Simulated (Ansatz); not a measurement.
# H on Mg(0001), bridge start, 2x2 cell: work function, bands and core levels, part 3 of 5

Wanted: core-level shifts and unfolded surface bands for H on Mg(0001), bridge start, 2x2 cell.

Ansatz 0.2.0; DFT, PBE, plane-wave PAW, default files, scalar-relativistic.

So far, work function, upper face (eV): step 2 (the clean face) 3.76; step 3 (relaxation) 3.59.

### 4. Layer-resolved bands, DOS and potential

The main run: bands along the zone's path, each state's share in the top and middle regions, the DOS and the planar potential. The cell holds 4 small cells, so the bands are unfolded.

File input.yaml:

```yaml
crystal:
  lattice:
    - [6.38, 0.0, 0.0]
    - [3.19, 5.5252420761, 0.0]
    - [0.0, 0.0, 23.935]
  atoms:
    - { symbol: H, position: [0.1637747339, 0.1569989607, 0.6754721475] }
    - { symbol: H, position: [0.6637275745, 0.6570798186, 0.675468735] }
    - { symbol: Mg, position: [0.0019169699, -0.0045391704, 0.6371241976] }
    - { symbol: Mg, position: [0.5003217034, -0.0055343291, 0.6416508972] }
    - { symbol: Mg, position: [0.0003196602, 0.4944734211, 0.6416274824] }
    - { symbol: Mg, position: [0.5019168049, 0.4954094678, 0.6371387639] }
    - { symbol: Mg, position: [0.8360142393, 0.3325807929, 0.5302592826] }
    - { symbol: Mg, position: [0.3331397412, 0.3304433704, 0.5298196429] }
    - { symbol: Mg, position: [0.8331484429, 0.8304271589, 0.5298154997] }
    - { symbol: Mg, position: [0.3360357678, 0.8325903902, 0.5302697331] }
    - { symbol: Mg, position: [0.0, 0.0, 0.421767286] }
    - { symbol: Mg, position: [0.5, 0.0, 0.421767286] }
    - { symbol: Mg, position: [0.0, 0.5, 0.421767286] }
    - { symbol: Mg, position: [0.5, 0.5, 0.421767286] }
    - { symbol: Mg, position: [0.833333333, 0.333333333, 0.313348653] }
    - { symbol: Mg, position: [0.333333333, 0.333333333, 0.313348653] }
    - { symbol: Mg, position: [0.833333333, 0.833333333, 0.313348653] }
    - { symbol: Mg, position: [0.333333333, 0.833333333, 0.313348653] }
kpoints:
  mp_grid: { grid: [6, 6, 1] }
scf:
  occupations: { method: fermi_dirac, width: 0.05 }
  n_extra_bands: 23
hamiltonian:
  xc: pbe
  pseudopotentials: { kind: paw }
output:
  forces: true
  write_potential: true
  volumetric_format: []
  efg: { contact_densities: true }
  dos:
    projected:
      site_lists:
        adsorbate: [0, 1]
        layer_1: [2, 3, 4, 5]
        layer_2: [6, 7, 8, 9]
        layer_3: [10, 11, 12, 13]
        other_layers: [14, 15, 16, 17]
    de: 0.05
    e_range: [-30, 12]
    method: { smearing: { sigma: 0.15, scheme: gaussian } }
  eigenstates:
    kpoints:
      - [0.33333333, -0.33333333, 0.0]
      - [0.25, -0.375, 0.0]
      - [0.16666667, -0.41666667, 0.0]
      - [0.08333333, -0.45833333, 0.0]
      - [0.0, 0.5, 0.0]
      - [-0.08333333, 0.45833333, 0.0]
      # [... 29 more points ...]
      - [0.25, 0.5, 0.0]
      - [0.29166667, -0.41666667, 0.0]
    e_range: [-8.0, 4.0]
    unfold:
      supercell_matrix: [[2, 0, 0], [0, 2, 0], [0, 0, 1]]
      layers:
        axis: 3
        edges: [0.146229, 0.415605, 0.415705, 0.583935, 0.585947, 0.84259]
efield:
  axis: 3
  dipole_correction: true
```

Run with:

```sh
$ ansatz run input.yaml --threads 8 --pin off --max-ram 20480MiB --backend cpu --events-out ev --progress --plain --runs-dir out
```

Numbers of over 12 decimals in the logs are rounded to 6 here.

The log of the run:

```text
[...]
Crystal: 18 atoms, lattice volume = 843.734 Å³
Basis set: ecut = 420 eV, 16579 PW (Γ), exchange–correlation on 90×90×320 points (8 copies of the dense FFT grid, shifted against one another)
Bands: 104, of which v1, the nominal top of the filled ones, is band 81 counted from 1 (80 counted from 0)
Symmetry: 1 space group operations
[...]
k-points: 20 of 36 (time reversal used)
[...]
SCF iter   1: F=—  HF=-30810.351840 eV  |F-HF|=—  |Δ(HF+E_count)|=         —  Δρ=1.69e-3  dr2=9.55e-1  ethr=1.77e-3  p=0.112 e·Å  D=2.40e-2 V/Å  ΔV_dip=-0.58 eV  dr2_dipole=6.07e-1  V_vac-E_F(+/−)=3.35/3.92 eV  ⟨swp⟩=11.8  Hψ=10755  notcnv=0  defer=92
[...]
SCF iter   6: F=-30810.313866 eV  HF=-30810.313866 eV  |F-HF|=8.27e-9  |Δ(HF+E_count)|=   4.96e-7  Δρ=1.48e-6  dr2=5.56e-8  ethr=6.17e-11  p=0.031 e·Å  D=6.59e-3 V/Å  ΔV_dip=-0.16 eV  dr2_dipole=5.15e-10  V_vac-E_F(+/−)=3.59/3.75 eV  ⟨swp⟩=23.3  Hψ=17628  notcnv=0
SCF 1 converged in 6 iterations: F = -30810.313866 eV  dr2 = 5.56e-8
[...]
efield: sawtooth ramp at fractional position 0.9444 (kept from the solve that this one continues, or follows in the run), width 0.1000; the density the first Hamiltonian is built on has a dipole p = 0.031 e·Å; the dipole correction subtracts the counter field D = 6.59e-3 V/Å, which shifts the + side's vacuum level by -0.16 eV against the − side's; the planar-averaged density in the ramp window peaks in size at 4.2e-6 e/Å³
[...]
SCF converged after 6 iterations
Free energy (F): -30810.313866 eV
[...]
Internal energy: -30810.256172 eV  (E = F + TS)
E sigma→0 (E₀):  -30810.285019 eV
Entropy (-TS):   -0.057694 eV (-3.205 meV/atom)
Fermi energy:    0.472808 eV
Dipole field:    D = 0.006609 V/Å  (p = 0.030814 e·Å, saw-weighted, corrected)
Work function:   Φ+ = 3.5944 eV   Φ− = 3.7525 eV
[...]
--- Forces (eV/Å), atoms counted from 1 ---
  atom   1  H      0.00060583     0.00641600    -0.00214585
  atom   2  H      0.00080795     0.00511702    -0.00199663
  atom   3  Mg    -0.00292550     0.00393684    -0.00253565
  atom   4  Mg     0.00053452    -0.00246024     0.00555659
  atom   5  Mg     0.00006722    -0.00281206     0.00659233
  atom   6  Mg    -0.00227640     0.00474978    -0.00295268
  atom   7  Mg    -0.00038308     0.00112803    -0.00274467
  atom   8  Mg     0.00202347     0.00113422     0.00075925
  atom   9  Mg     0.00196267     0.00156711     0.00092576
  atom  10  Mg    -0.00061796     0.00090176    -0.00330622
  atom  11  Mg     0.01354766     0.00286451     0.06270708
  atom  12  Mg    -0.00822501    -0.00890403     0.02747827
  atom  13  Mg    -0.00815105    -0.00894807     0.02738681
  atom  14  Mg     0.01340691     0.00303651     0.06272872
  atom  15  Mg     0.01512646     0.00849389    -0.04925817
  atom  16  Mg    -0.02030353    -0.01233996    -0.03999738
  atom  17  Mg    -0.02029947    -0.01235189    -0.04000108
  atom  18  Mg     0.01512280     0.00848405    -0.04922574
  max |Σ_I F_I| component: 2.93e-5 eV/Å
--- PAW observables at the nuclei: V_zz in 10²¹ V/m², potentials from the cell's mean, atoms counted from 1 ---
  atom   1  H  V_zz =    -0.218159   η = 0.0556   by run symmetry: allowed
            electrostatic potential = -34.270018 V   contact ρ = 2.763232 e/Å³
  atom   2  H  V_zz =    -0.218242   η = 0.0547   by run symmetry: allowed
            electrostatic potential = -34.269982 V   contact ρ = 2.763264 e/Å³
  atom   3  Mg V_zz =    +1.164912   η = 0.3555   by run symmetry: allowed
            electrostatic potential = -1093.477233 V   contact ρ = 7800.840062 e/Å³
  atom   4  Mg V_zz =    +0.891635   η = 0.4064   by run symmetry: allowed
            electrostatic potential = -1093.134575 V   contact ρ = 7799.609205 e/Å³
  atom   5  Mg V_zz =    +0.889350   η = 0.4092   by run symmetry: allowed
            electrostatic potential = -1093.134158 V   contact ρ = 7799.610771 e/Å³
  atom   6  Mg V_zz =    +1.165370   η = 0.3548   by run symmetry: allowed
            electrostatic potential = -1093.476935 V   contact ρ = 7800.840847 e/Å³
  atom   7  Mg V_zz =    -0.238253   η = 0.5021   by run symmetry: allowed
            electrostatic potential = -1093.765564 V   contact ρ = 7800.600019 e/Å³
  atom   8  Mg V_zz =    -0.249764   η = 0.8276   by run symmetry: allowed
            electrostatic potential = -1093.642469 V   contact ρ = 7801.104238 e/Å³
  atom   9  Mg V_zz =    -0.249648   η = 0.8273   by run symmetry: allowed
            electrostatic potential = -1093.642523 V   contact ρ = 7801.104182 e/Å³
  atom  10  Mg V_zz =    -0.238084   η = 0.5020   by run symmetry: allowed
            electrostatic potential = -1093.765522 V   contact ρ = 7800.600398 e/Å³
  atom  11  Mg V_zz =    +0.316346   η = 0.2680   by run symmetry: allowed
            electrostatic potential = -1093.659614 V   contact ρ = 7800.879752 e/Å³
  atom  12  Mg V_zz =    +0.223479   η = 0.3504   by run symmetry: allowed
            electrostatic potential = -1093.733620 V   contact ρ = 7800.843582 e/Å³
  atom  13  Mg V_zz =    +0.223385   η = 0.3506   by run symmetry: allowed
            electrostatic potential = -1093.733656 V   contact ρ = 7800.843636 e/Å³
  atom  14  Mg V_zz =    +0.316389   η = 0.2679   by run symmetry: allowed
            electrostatic potential = -1093.659599 V   contact ρ = 7800.879770 e/Å³
  atom  15  Mg V_zz =    +1.248541   η = 0.0845   by run symmetry: allowed
            electrostatic potential = -1093.434666 V   contact ρ = 7801.245360 e/Å³
  atom  16  Mg V_zz =    +1.328532   η = 0.0295   by run symmetry: allowed
            electrostatic potential = -1093.407988 V   contact ρ = 7801.348083 e/Å³
  atom  17  Mg V_zz =    +1.328516   η = 0.0295   by run symmetry: allowed
            electrostatic potential = -1093.407989 V   contact ρ = 7801.348119 e/Å³
  atom  18  Mg V_zz =    +1.248461   η = 0.0844   by run symmetry: allowed
            electrostatic potential = -1093.434689 V   contact ρ = 7801.245293 e/Å³
--- Band table (eV; the first three rows and the last of 20) ---
  k-point 0: bands = [... 77 lower, -0.6366, -0.6147, -0.6001, -0.5889, -0.1806, 0.2691, 0.6873, 0.7726, ... 19 higher]
  k-point 1: bands = [... 77 lower, -0.4553, -0.3788, -0.2639, 0.0140, 0.2893, 0.3690, 0.7115, 1.1458, ... 19 higher]
  k-point 2: bands = [... 77 lower, -0.3337, -0.2484, 0.3876, 0.4860, 0.7496, 1.0208, 1.4754, 1.5606, ... 19 higher]
  k-point 19: bands = [... 77 lower, -0.5656, 0.0728, 0.1574, 0.5937, 1.0077, 1.5498, 2.0850, 2.1529, ... 19 higher]
```

Elapsed: 33 s, on 8 threads of Intel Xeon 6975P-C (Granite Rapids), shared host; peak memory 4.8 GiB; 4.3 min of CPU time.

Numbers from this step:

```yaml
fermi_energy: 0.4728 eV
share_of_occupied_states_in_no_projected_shell: 0.2368 of the occupied states in the window
dos_at_the_fermi_level: 7.112 states/eV/cell
work_function_upper_face: 3.594 eV
```

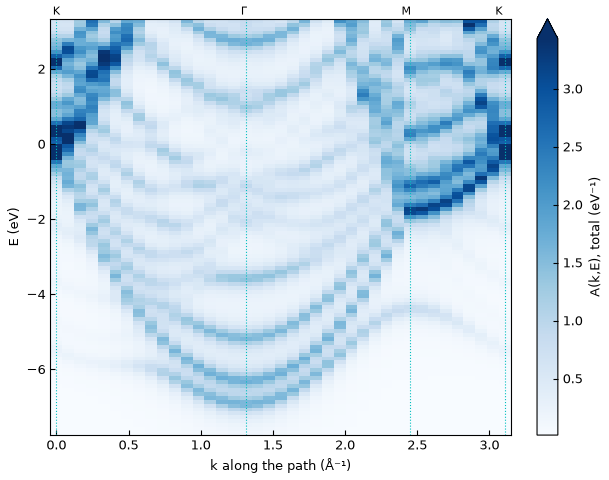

A(k,E), total over k along the path and E. Zero: Fermi level.

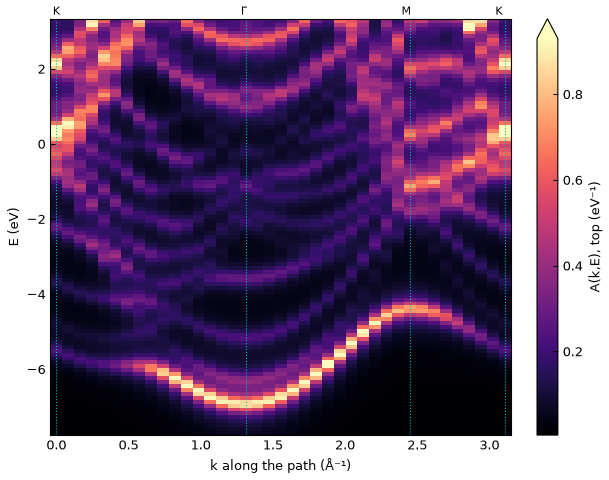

A(k,E), top over k along the path and E. Zero: Fermi level.

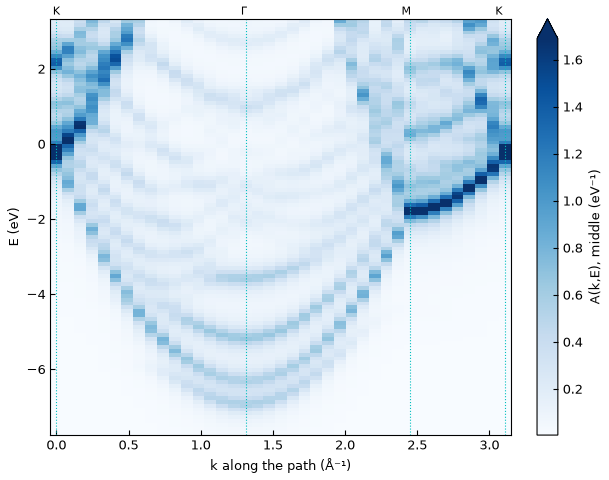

A(k,E), middle over k along the path and E. Zero: Fermi level.

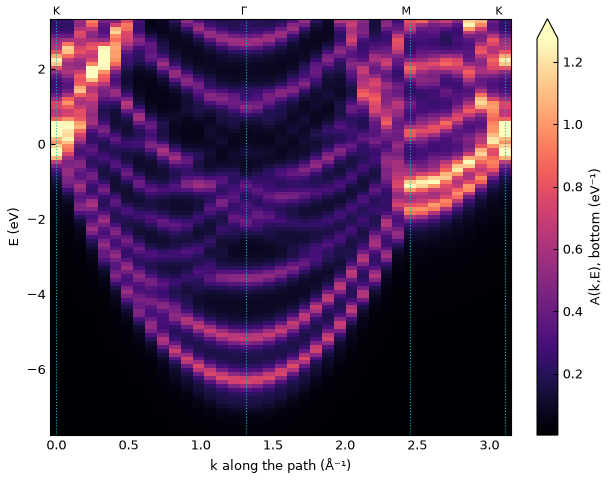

A(k,E), bottom over k along the path and E. Zero: Fermi level.

Peaks of A(k,E) at the labelled points: for each region the eleven nearest the zero at most, each over 6 % of that point's highest, less those above the energy where the solved bands run out; weight and spread sum the levels within three half widths or 0.3 eV, so near peaks share levels. Peaks of the spectral function, the first 40 of 86 rows:

```csv
point,weight on,E (eV),A (1/eV),weight near the peak,rms spread of levels (eV)
K,total,-2.2,0.367,0.166,0
K,total,-0.24,4.848,4.259,0.292
K,total,0.36,4.209,3.315,0.243
K,total,1.04,1.798,1.237,0.296
K,total,2.18,3.626,2.952,0.214
K,top,-5.48,0.238,0.142,0
K,top,-4.78,0.095,0.042,0
K,top,-3.68,0.141,0.077,0
K,top,-2.2,0.282,0.16,0
K,top,-0.7,0.563,0.536,0.227
K,top,-0.26,0.633,1.15,0.428
K,top,0.32,1.298,0.95,0.216
K,top,1.02,0.313,0.228,0.303
K,top,2.12,1.004,0.67,0.091
K,middle,-0.26,2.736,2.043,0.207
K,middle,0.32,1.018,1.651,0.274
K,middle,1.04,0.705,0.443,0.266
K,middle,2.18,1.425,1.19,0.22
K,bottom,-0.22,1.477,1.041,0.21
K,bottom,0.4,1.955,1.531,0.247
K,bottom,1.04,0.776,0.561,0.299
K,bottom,2.22,1.242,1.011,0.212
Γ,total,-6.92,1.663,0.935,0
Γ,total,-6.3,1.726,0.96,0
Γ,total,-5.16,1.593,0.941,0
Γ,total,-3.58,1.445,0.867,0
Γ,total,-2.08,0.826,0.644,0.199
Γ,total,-1.68,0.611,1.041,0.433
Γ,total,-1.1,0.917,0.721,0.258
Γ,total,-0.2,0.411,0.186,0.046
Γ,total,0.98,1.277,1.013,0.21
Γ,total,1.4,0.749,1.013,0.21
Γ,total,2.7,1.754,1.148,0.165
Γ,top,-6.92,0.918,0.555,0
Γ,top,-6.32,0.399,0.191,0
Γ,top,-5.16,0.235,0.13,0
Γ,top,-3.58,0.29,0.173,0
Γ,top,-2.08,0.185,0.136,0.194
Γ,top,-1.68,0.135,0.259,0.445
Γ,top,-1.1,0.277,0.197,0.229
```

The DOS has structure finer than the step of the table below, so its rows give means over 1 eV, whole bins alone (the curve runs from -8.78 to 3.83 eV). Peaks (eV: height): total -0.2: 8.74, 1.1: 12.3, 2.4: 12.0, 3.7: 15.9; Mg 3s -4.8: 4.73, -2.8: 5.38, -2.3: 4.62, -1.7: 5.08; Mg 3p* -0.2: 5.69, 1.1: 8.81, 2.4: 10.0, 3.7: 14.2; H 1s -6.2: 0.855, -4.7: 1.76, -3.6: 0.495, -2.8: 0.436.

* holds the states left over by the projection beside any projected weight of its own. DOS against E, zero at the Fermi level; means over each step; values in states/eV/cell:

```csv
E (eV),total,Mg 3s,Mg 3p*,H 1s
-8,0,0,0,0
-7,0.775,0.583,0.00928,0.183
-6,2.92,2.16,0.0371,0.726
-5,4.41,3.19,0.105,1.12
-4,4.01,3.39,0.187,0.436
-3,5.05,4.19,0.531,0.327
-2,5.93,4.34,1.35,0.241
-1,7.01,3.46,3.33,0.215
0,7.39,2.36,4.89,0.140
1,8.12,2.29,5.71,0.120
2,9.50,1.61,7.80,0.0779
3,9.54,1.07,8.41,0.0674
```

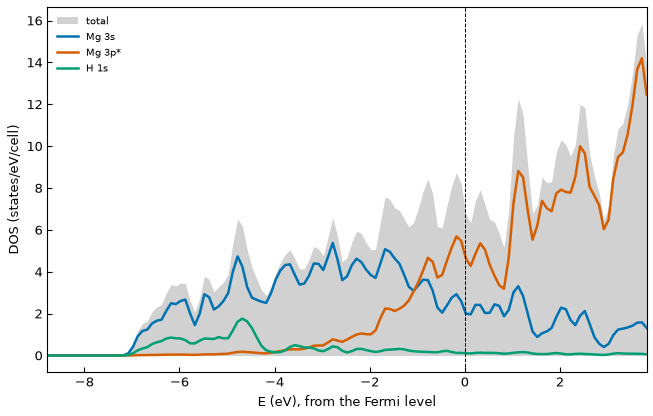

DOS against E.

Sums over each group's atoms; a table of it gives point samples, which can step over narrow peaks. The DOS of the group by E, zero at the Fermi level; values in states/eV:

```csv
E (eV),other layers: Mg 3s,layer 3: Mg 3s,layer 2: Mg 3s,layer 1: Mg 3s,adsorbate: H 1s
-8,0,0,0,0,0
-6,0.385,0.904,0.416,0.871,0.797
-4,0.905,0.941,1.17,0.421,0.177
-2,1.19,0.927,0.826,1.02,0.225
0,0.486,0.509,0.540,0.738,0.110
2,0.434,0.555,0.464,0.542,0.0862
```

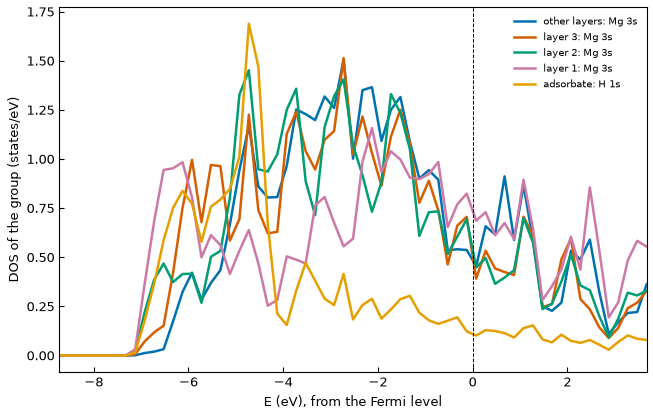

DOS of the group, plotted against E.

This run's widths, added to any smearing of the DOS itself: Gaussian 0.35 eV, Lorentzian 0.1 eV plus 0.05 an eV of depth. The intensity by binding energy, zero at the Fermi level; values in % of the maximum within 13 eV:

```csv
binding energy (eV),21.2 eV,60 eV,150 eV,1486.7 eV,5950 eV
-1,0.924,1.92,2.06,1.84,1.81
0,13.1,44.5,50.2,35.5,33.2
1,30.6,82.0,93.2,80.5,78.6
2,34.4,76.1,88.2,92.5,93.2
3,39.5,71.2,80.9,91.9,93.9
4,42.2,61.4,63.8,73.0,74.8
5,85.0,87.5,65.8,65.7,66.7
6,60.7,67.3,51.5,48.2,48.0
7,18.4,22.6,18.0,15.8,15.3
8,2.77,3.29,2.66,2.48,2.46
```

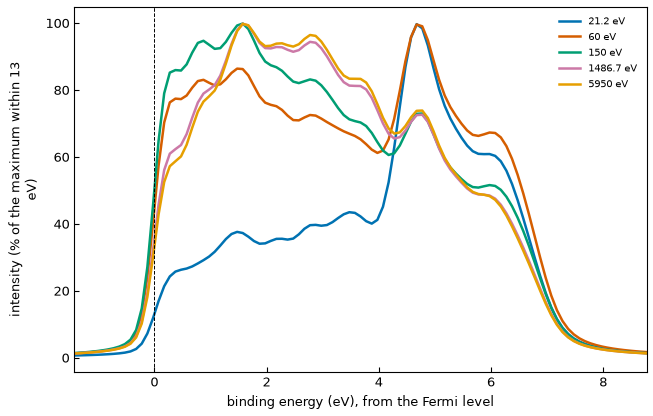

Intensity against binding energy.

Maxima picked by a test of local sharpness, so broad peaks and shoulders can be missing; peaks within 0.45 eV of a curve's cut are left out. Valence peaks, by row:

```csv
photon energy (eV),binding energy (eV),height (% of the maximum within 13 eV),main shell,its share (%)
21.2,4.7,100,H 1s,89.16
21.2,3.5,43.57,H 1s,72.26
21.2,1.5,37.66,H 1s,57.83
60,6,67.4,H 1s,51.8
60,4.7,100,H 1s,58.39
60,2.8,72.63,Mg 3s,70.34
60,1.5,86.58,Mg 3s,65.37
60,0.85,83.18,Mg 3s,54.85
150,6,51.64,Mg 3s,83.12
150,4.75,73.3,Mg 3s,79.58
150,2.8,83.22,Mg 3s,88.94
150,1.55,100,Mg 3s,80.22
150,0.85,94.86,Mg 3s,66.05
150,0.35,86.09,Mg 3s,57.2
1487,4.75,72.9,Mg 3s,99.04
1487,2.8,94.53,Mg 3s,98.97
1487,2.2,92.95,Mg 3s,98.48
1487,1.6,100,Mg 3s,97.39
5950,4.75,74.15,Mg 3s,99.73
5950,2.8,96.59,Mg 3s,99.75
5950,2.25,94.05,Mg 3s,99.64
5950,1.6,100,Mg 3s,99.35
```

The planar mean, electrostatic potential oscillates, so the rows of the table below give means over windows of 2 Å about each position, cut where the curve ends. Its maxima inside the range that stand out by 2 % of the span (Å: eV): 8.8: 0.948, 11.4: 0.973, 13.9: 1.01. Its minima: 7.5: -11.9, 10.0: -11.6, 12.7: -11.8, 15.3: -11.9.

From the Fermi level. Planar mean, electrostatic potential against z; means over each step:

```csv
z (Å),"planar mean, electrostatic potential (eV)"
0,3.72
2,3.75
4,3.72
6,1.49
8,-4.91
10,-5.49
12,-4.24
14,-2.08
16,-4.31
18,3.42
20,3.59
22,3.60
```

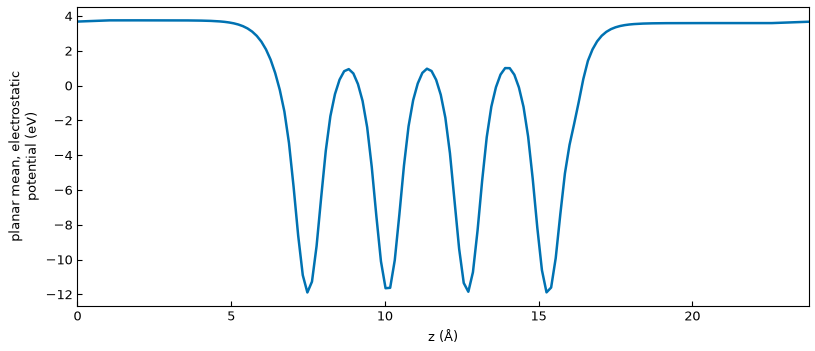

Planar mean, electrostatic potential, plotted against z.

Shapes are the site's partial DOS without matrix elements, which overweights lines from ligand s bands. Intensity, Mg L2,3 against emission energy less the core level's binding energy, zero at the Fermi level; read off at these points:

```csv
emission energy less the core level's binding energy (eV),"intensity, Mg L2,3 (% of the unpolarised maximum)"
-8.50,1.06
-8.00,1.64
-7.50,3.29
-7.00,12.8
-6.50,32.2
-6.00,46.4
-5.50,49.5
-5.00,64.6
-4.78,74.3
-4.50,67.2
-4.00,72.4
-3.50,80.5
-3.00,92.3
-2.50,89.3
-2.00,88.6
-1.58,99.7
-1.50,97.8
-1.00,74.4
-0.50,55.2
0.00,30.2
0.50,1.09
1.00,0.724
```

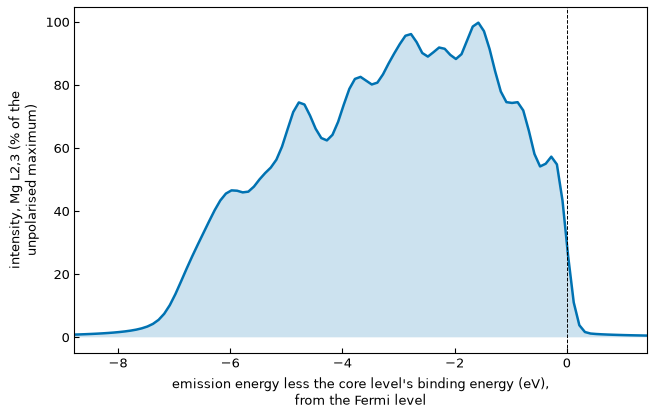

Intensity, Mg L2,3 against emission energy less the core level's binding energy.

Recipe: projected DOS times atomic cross section and asymmetry factor (unpolarised light, 90° from the beam), occupied states only, Fermi edge at 77 K, a Lorentzian width of 0.1 eV growing by 0.05 eV per eV of binding energy, and a resolution of 0.35 eV. Each atom is damped by exp[−depth/(λ cos θ)], θ = 0° from the normal, λ from the universal curve. Curves are cut 10 eV under the photon energy, above any shell that the free atom's threshold puts out of reach, or at the lower edge of the window: 8.8 eV at 21.2 eV, 8.8 eV at 60 eV, 8.8 eV at 150 eV, 8.8 eV at 1486.7 eV and 8.8 eV at 5950 eV. A star in tables and legends marks shells that hold the states left over by the projection (23.7 % of the filled ones), a stand-in for orbitals that the files don't project on. Matrix elements of the solid and inelastic losses aren't modelled, nor non-dipole terms, which matter above 3 keV.

Share of each shell in the spectrum's area (%), by photon energy:

```csv
shell,21.2 eV,60 eV,150 eV,1486.7 eV,5950 eV
H 1s,76.5,32.6,7.9,0.3,0.1
Mg 3s,21.9,56.1,79.7,97.7,99.4
Mg 3p*,1.6,11.3,12.4,2.0,0.5
```

[end of part 3 of 5]

[Logs are printed without paths, hosts, clocks, repeated set-up lines and the standing remarks that a program may print on its own settings, such as how far it seeks lower states.]

[Hosts, paths, dates, database ids (printed as entryN), source tags and the programs' standing remarks are cut or masked in the printed files.]

[Maps of the electrostatic potential energy from Ansatz leave out the sawtooth potential of an applied field or a dipole correction, so their vacuum need not be flat; work functions include it.]
